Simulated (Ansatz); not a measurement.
# Phonons of Ca2Si (Fm-3m) against volume

Aim: how the phonons of Ca2Si (Fm-3m) shift with volume, and the thermal expansion that follows.

Method: DFT LDA, scalar-relativistic, plane waves, PAW, in Ansatz 0.2.0.

## (1) The starting structure

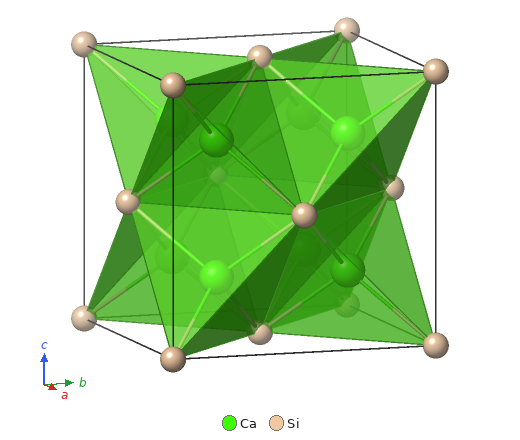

The cell as given, slightly off an axis (calcium green, silicon light orange). This picture shows the conventional cell, with its axes. Some periodic images of atoms are drawn too.

Structure file:

```cif
data_structure
_symmetry_space_group_name_H-M 'Fm-3m'
_symmetry_Int_Tables_number 225
_cell_length_a 7.0025
_cell_length_b 7.0025
_cell_length_c 7.0025
_cell_angle_alpha 90.000
_cell_angle_beta 90.000
_cell_angle_gamma 90.000
_cell_volume 343.36
loop_
_atom_site_label
_atom_site_type_symbol
_atom_site_symmetry_multiplicity
_atom_site_Wyckoff_symbol
_atom_site_fract_x
_atom_site_fract_y
_atom_site_fract_z
_atom_site_occupancy
Ca1 Ca 8 c 0.25000 0.25000 0.75000 1
Si1 Si 4 a 0.00000 0.00000 0.00000 1
```

## (2) Response at finite wavevector

The cell comes from relaxations at this level that are not shown. Stability and thermal properties need the whole zone. Linear response on a 2×2×2 q mesh gives force constants as far as a supercell of that size would, and the tensors from the zone-centre run are typed in so that the long-range dipole term is interpolated apart.

Input file input.yaml:

```yaml
crystal:
  lattice:
    - [0.0, 3.5012253204, 3.5012253204]
    - [3.5012253204, 0.0, 3.5012253204]
    - [3.5012253204, 3.5012253204, 0.0]
  atoms:
    - { symbol: Ca, position: [0.75, 0.75, 0.75] }
    - { symbol: Ca, position: [0.25, 0.25, 0.25] }
    - { symbol: Si, position: [0.0, 0.0, 0.0] }
kpoints:
  mp_grid: { grid: [8, 8, 8] }
hamiltonian:
  xc: lda
scf:
  occupations: { method: fixed }
output:
  eigenvalues: true
phonons:
  method: dfpt
  qmesh: [2, 2, 2]
  temperatures: { t_max: 1000, t_step: 50 }
  qpath:
    path:
      - [[0.0, 0.0, 0.0], [0.5, 0.0, 0.5], [0.625, 0.25, 0.625]]
      - [[0.375, 0.375, 0.75], [0.0, 0.0, 0.0], [0.5, 0.5, 0.5], [0.5, 0.25, 0.75], [0.5, 0.0, 0.5]]
    npoints: 10
  non_analytic_term:
    high_frequency_dielectric_tensor: [[13.7364, 0.0, 0.0], [0.0, 13.7364, 0.0], [0.0, 0.0, 13.7364]]
    born_effective_charges:
      - { species: Ca, tensor: [[1.9296, 0.0, 0.0], [0.0, 1.9296, 0.0], [0.0, 0.0, 1.9296]] }
      - { species: Ca, tensor: [[1.9296, 0.0, 0.0], [0.0, 1.9296, 0.0], [0.0, 0.0, 1.9296]] }
      - { species: Si, tensor: [[-3.8591, 0.0, 0.0], [0.0, -3.8591, 0.0], [0.0, 0.0, -3.8591]] }
    source: "zone-centre run at this cell"
```

Run with:

```bash
> ansatz run input.yaml --threads 4 --pin off --max-ram 7168MiB --backend cpu --events-out ev --progress --plain --runs-dir out
```

Numbers of over 12 decimals in the logs are rounded to 6 here.

Log:

```text
Warning: phonons: the dynamical matrix that this run interpolates holds no multipole term above the dipole-dipole one, and a site of this crystal is no centre of inversion, so its interpolated transverse optical and acoustic branches and sound speeds can stay off near Gamma, and the density of states and the thermodynamics with them. What a run solves at a wave vector of phonons.qpoints, Gamma apart, where the deck admits one, is free of this, and under fd what a larger phonons.supercell samples
Engine: ansatz 0.2.0, aarch64-unknown-linux-gnu
Pseudopotentials: kind: paw
Pseudopotential: Ca, paw, valence charge 10, recommended cutoff 420 eV (normal), Ca.paw.azcp
Pseudopotential: Si, paw, valence charge 4, recommended cutoff 420 eV (normal), Si.paw.azcp
Functional definition: SPW92
  exchange = slater_x
  correlation = pw_c
Crystal: 3 atoms, lattice volume = 85.840 Å³
Basis set: ecut = 420 eV, 1687 PW (Γ), exchange–correlation on 72×72×72 points (8 copies of the dense FFT grid, shifted against one another)
Bands: 16, of which v1, the nominal top of the filled ones, is band 12 counted from 1 (11 counted from 0)
Symmetry: 48 space group operations
k-points: 29 of 512
Non-local potential: Ca, projectors of the file, l = 0: 3, l = 1: 2, l = 2: 2
Non-local potential: Si, projectors of the file, l = 0: 2, l = 1: 2, l = 2: 2
PAW form: soft (Blöchl's): semilocal exchange-correlation on the pseudo side does not see the compensation charge
PAW frozen core: Ca, regenerated for the run's functional, and the local potential with it (the file was generated under x = pbe(κ = 0.804, μ = 0.219515), c = pbe(β = 0.066725))
PAW frozen core: Si, regenerated for the run's functional, and the local potential with it (the file was generated under x = pbe(κ = 0.804, μ = 0.219515), c = pbe(β = 0.066725))
PAW one-centre angular grid: Ca, 110 points (default); XC on 64 Gauss nodes
PAW one-centre angular grid: Si, 110 points (default); XC on 64 Gauss nodes
Initial density: superposition of atomic densities (neutral atoms: chi_scale 0, normalization atom), corrected by the library's trained network
Initial wavefunctions: pseudopotential atomic-orbital guess
Functional: x = slater, c = lda
SCF iter   1: F=—  HF=-4155.331123 eV  |F-HF|=—  |Δ(HF+E_count)|=         —  Δρ=4.53e-3  dr2=1.32e-2  ethr=1.77e-3  ⟨swp⟩=4.0  Hψ=2206  notcnv=0  defer=26
preconditioner: auto → none  [insulator: Δε(μ)=0.366 eV  Ē_g=4.555 eV  n_scr=14 (ndim 8)  ℏωp=11.3 eV  f_vac=0.000  ε∞_Penn≈7.2]
SCF iter   2: F=—  HF=-4155.329578 eV  |F-HF|=—  |Δ(HF+E_count)|=   1.55e-3  Δρ=2.17e-3  dr2=2.36e-3  ethr=5.52e-5  ⟨swp⟩=2.1  Hψ=789  notcnv=0  defer=55
SCF iter   3: F=—  HF=-4155.329536 eV  |F-HF|=—  |Δ(HF+E_count)|=   4.22e-5  Δρ=4.04e-4  dr2=2.15e-4  ethr=9.85e-6  ⟨swp⟩=2.9  Hψ=632  notcnv=0  defer=57
SCF iter   4: F=—  HF=-4155.329501 eV  |F-HF|=—  |Δ(HF+E_count)|=   3.47e-5  Δρ=1.05e-4  dr2=2.53e-5  ethr=8.96e-7  ⟨swp⟩=2.0  Hψ=588  notcnv=0  defer=32
SCF iter   5: F=—  HF=-4155.329493 eV  |F-HF|=—  |Δ(HF+E_count)|=   7.56e-6  Δρ=1.89e-5  dr2=4.80e-7  ethr=1.05e-7  ⟨swp⟩=2.0  Hψ=577  notcnv=0  defer=6
SCF iter   6: F=—  HF=-4155.329494 eV  |F-HF|=—  |Δ(HF+E_count)|=   1.05e-6  Δρ=1.36e-6  dr2=1.82e-9  ethr=2.00e-9  ⟨swp⟩=2.0  Hψ=576  notcnv=0  defer=6
SCF iter   7: F=—  HF=-4155.329494 eV  |F-HF|=—  |Δ(HF+E_count)|=   1.36e-9  Δρ=2.09e-7  dr2=3.02e-11  ethr=7.59e-12  ⟨swp⟩=2.1  Hψ=752  notcnv=0  defer=6
SCF iter   8: F=-4155.329494 eV  HF=-4155.329494 eV  |F-HF|=0.00e0  |Δ(HF+E_count)|=  7.28e-12  Δρ=1.92e-8  dr2=1.85e-13  ethr=1.00e-12  ⟨swp⟩=8.8  Hψ=2876  notcnv=0
SCF 1 converged in 8 iterations: F = -4155.329494 eV  dr2 = 1.85e-13
  greatest PAW one-centre occupation: 0.996 electrons in one spin orbital (limit 2), on the Ca atom at site 1 (counted from 0), in its partial waves of l = 0
NSCF: frozen V_eff on 29 k-points
NSCF: frozen V_eff on 59 k-points
DFPT response loops at q = (0, 0, 0) (fractional): preconditioner auto → Resta (q_TF=auto, 2.206 Å⁻¹)  ε∞=12.2 (no band partly filled); β = 1.00, the filter's whole step (`scf.mixing.beta` (0.50) is not read by the response loops at its default; to damp them type it under 1.00, their step now; it binds the ground state too); Broyden in place of MSR1
NSCF: frozen V_eff on 300 k-points
DFPT response loops at q = (0, 0, -0.5) (fractional): mixed as the last ones told, above
NSCF: frozen V_eff on 190 k-points
DFPT response loops at q = (0, -0.5, -0.5) (fractional): mixed as the last ones told, above
SCF converged after 8 iterations
Free energy (F): -4155.329494 eV
Harris-Foulkes:  -4155.329494 eV  (|F-HF|=0.00e0)
Internal energy: -4155.329494 eV  (E = F + TS)
E sigma→0 (E₀):  -4155.329494 eV
Fermi energy:    5.471336 eV
--- Per-component energies (eV) ---
  E_band       = -302.002515
  E_kinetic    = 595.178015
  E_local      = -1652.510746  (includes V_loc(G=0)·N_el)
  E_nonlocal   = 161.474389
  E_hartree    = 557.625306
  E_xc         = -324.860868
  E_vxc        = -386.636242  (∫ρ·V_xc dr)
  E_paw        = -2118.626484  (= ΣΔE_a)
  E_vpaw       = -134.758553  (= ΣTr[D̂ρ^β])
  E_aug_tail   = -0.000005  (compensation charges beyond the density's cutoff)
  E_ewald      = -1374.259764
  E_core_change = 0.650662  (= ΣΔE_core)
  E_smearing   = -0.000000  (= −TS)
  E_closure    = 0.000000  (closes the sum)
  Σ components = -4155.329494   (vs F -4155.329494, Δ=0.00e0)
--- Band table (eV; the first three rows and the last of 29) ---
  k-point 0: bands = [... 8 lower, -1.2458, 4.9466, 4.9466, 4.9466, 7.1766, 7.1766, 7.3569, 10.4557]
  k-point 1: bands = [... 8 lower, -1.1484, 4.6118, 5.0005, 5.0005, 7.2298, 7.2298, 7.8934, 9.9239]
  k-point 2: bands = [... 8 lower, -0.8948, 4.0545, 5.1350, 5.1350, 7.3968, 7.3968, 8.6036, 9.5024]
  k-point 28: bands = [... 8 lower, -0.2395, 4.1884, 4.1884, 5.1419, 6.4728, 8.0068, 8.0068, 8.9029]
--- Phonons (Γ-DFPT): 2 representative perturbations + reference (Σ response iterations 6) ---
  ASR residual: 2.274e-5 → 0.000e0 eV/Å²; symmetrization residual: 3.390e-6 eV/Å²
  ASR residual per site (eV/Å²): 2.27e-5 2.27e-5 4.91e-6
  Γ frequencies (cm⁻¹): 0.00 0.00 0.00 195.33 195.33 195.33 228.38 228.38 228.38
--- Phonons (arbitrary-q DFPT): 3 irreducible q on the 2×2×2 mesh ---
  q = [0.0000, 0.0000, 0.0000] (star 1, of the zone-centre solve; hermiticity 1.70e-6, symmetrization 4.31e-14): -0.00 -0.00 -0.00 195.33 195.33 195.33 228.38 228.38 228.38
  q = [0.0000, 0.0000, -0.5000] (star 4, 2 solved perturbations on 150 of 512 k-point pairs; hermiticity 8.32e-7, symmetrization 1.65e-13): 115.16 115.16 148.59 166.97 166.97 190.79 222.87 222.87 248.58
  q = [0.0000, -0.5000, -0.5000] (star 3, 4 solved perturbations in 308 linear systems a pass and spin channel, the states on 95 of 512 k-point pairs; hermiticity 5.06e-7, symmetrization 1.57e-13): 79.35 110.19 110.19 171.96 171.96 226.70 226.70 243.23 246.69
  sum rule: each row above includes the acoustic sum rule's correction from the zone centre's row sums; it moved no ω² by more than (0.39 cm⁻¹)²
  mesh force constants: q→R imaginary residual 4.01e-17; ASR residual 2.274e-5 → 0.000e0 eV/Å²; symmetrization residual 2.665e-15 eV/Å²
  interpolated dispersion: 63 rows × 9 modes
  density of states and harmonic sums: on the 16×16×16 q-mesh, interpolated from the force constants of a 2×2×2 supercell (with the dipole–dipole term of supplied tensors)
  largest difference from the sums on the solved wave vectors: F 7.28e-2 eV, S 1.05e-4 and C_V 3.22e-5 eV/K
  zero-point energy: 0.098118 eV/cell   skipped modes (ω ≤ 0): 3   left out of the sums: 8.14e-5 of the cell's modes: C_V's classical limit lies that fraction below 3 k_B per atom; for a crystal, a wire or a layer, F and S can be off by more, and a phonons.interpolated_qmesh denser along its periods is the remedy for the sampling
```

It took 25 s on 4 threads of Arm Neoverse V2, shared host; peak memory 0.77 GiB.

Reading the cycles: dr2 is the Hartree energy of the density residual (eV), the measure of convergence; HF is the Harris–Foulkes estimate of the energy, which meets the free energy F at convergence.

This step gave:

```
gap on the k-mesh                                       : 0.4009 eV
volume per atom                                         : 28.61 Å³
sum-rule residual before enforcement                    : 2.27e-5 eV/Å²
lowest frequency on the path                            : 0 cm⁻¹
point group                                             : m-3m
highest frequency on the path or at a solved wavevector : 286.4 cm⁻¹
mean frequency                                          : 175.9 cm⁻¹
Debye temperature (second moment)                       : 342 K
logarithmic mean frequency                              : 165.8 cm⁻¹
highest optical mode at the zone centre (no LO-TO term) : 228.4 cm⁻¹
lowest optical zone-centre mode                         : 195.3 cm⁻¹
lowest mode on the q mesh (acoustic modes at Γ apart)   : 79.35 cm⁻¹
zero-point energy per atom                              : 32.71 meV
heat capacity at 300 K                                  : 23.40 J/(mol atoms K)
vibrational entropy at 300 K                            : 31.45 J/(mol atoms K)
```

Frequencies (cm⁻¹) solved at each irreducible wavevector; negative means imaginary. Frequencies by wavevector, by row:

```
q in reciprocal lattice units  star  mode 1  mode 2  mode 3  mode 4  mode 5  mode 6  mode 7  mode 8  mode 9
                        0 0 0     1       0       0       0   195.3   195.3   195.3   228.4   228.4   228.4
                     0 0 -0.5     4   115.2   115.2   148.6     167     167   190.8   222.9   222.9   248.6
                  0 -0.5 -0.5     3    79.3   110.2   110.2     172     172   226.7   226.7   243.2   246.7
```

Symmetry leaves 3 wavevectors to solve. The lowest mode among them, the acoustic zeros apart, lies at q = (0, -0.5, -0.5) and is real, 79.3 cm⁻¹.

## (3) Relaxing at another volume, volume ratio 0.97

The volume is scaled by 0.97 and held; symmetry leaves nothing to relax, so this is a single point. The modes can then be followed against volume.

input.yaml, the sections that differ from step 2:

```yaml
crystal:
  lattice:
    - [0.0, 3.46585699, 3.46585699]
    - [3.46585699, 0.0, 3.46585699]
    - [3.46585699, 3.46585699, 0.0]
  atoms:
    - { symbol: Ca, position: [0.75, 0.75, 0.75] }
    - { symbol: Ca, position: [0.25, 0.25, 0.25] }
    - { symbol: Si, position: [0.0, 0.0, 0.0] }
output:
  forces: true
  stress: true
  eigenvalues: true
# kpoints, hamiltonian, scf: as in step 2
# phonons: removed
```

Log:

```text
[...]
Crystal: 3 atoms, lattice volume = 83.265 Å³
Basis set: ecut = 420 eV, 1639 PW (Γ)
Bands: 16, of which v1, the nominal top of the filled ones, is band 12 counted from 1 (11 counted from 0)
Symmetry: 48 space group operations
[...]
k-points: 29 of 512
[...]
P = ⅓ Tr σ = 1.3573 GPa (13.573 kbar)
--- Band table (eV; the first three rows and the last of 29) ---
  k-point 0: bands = [... 8 lower, -1.0546, 5.1562, 5.1562, 5.1562, 7.4160, 7.4160, 7.7314, 10.8235]
  k-point 1: bands = [... 8 lower, -0.9526, 4.8307, 5.2142, 5.2142, 7.4725, 7.4725, 8.2692, 10.2788]
  k-point 2: bands = [... 8 lower, -0.6872, 4.2808, 5.3594, 5.3594, 7.6487, 7.6487, 8.9700, 9.8631]
  k-point 28: bands = [... 8 lower, -0.0026, 4.4326, 4.4326, 5.4064, 6.6994, 8.2920, 8.2920, 9.2068]
[key lines of the parts left out:]
SCF converged after 6 iterations
Free energy (F): -4155.318837 eV
Fermi energy:    5.744420 eV
```

Elapsed: 0.64 s, on 4 threads; peak memory 0.33 GiB; 2.1 s of CPU time.

Numbers from this step:

```
pressure           : 1.357 GPa
gap on the k-mesh  : 0.3493 eV
volume per atom    : 27.75 Å³
direct gap on mesh : 0.3493 eV
```

At this level the gap is 0.35 eV on the k-mesh of the self-consistent run, which can miss the band edges.

(Part 1 of 2 ends here.)

[Logs are printed without paths, hosts, clocks, repeated set-up lines and the standing remarks that a program may print on its own settings, such as how far it seeks lower states.]

[Hosts, paths, dates, database ids (printed as entryN), source tags and the programs' standing remarks are cut or masked in the printed files.]
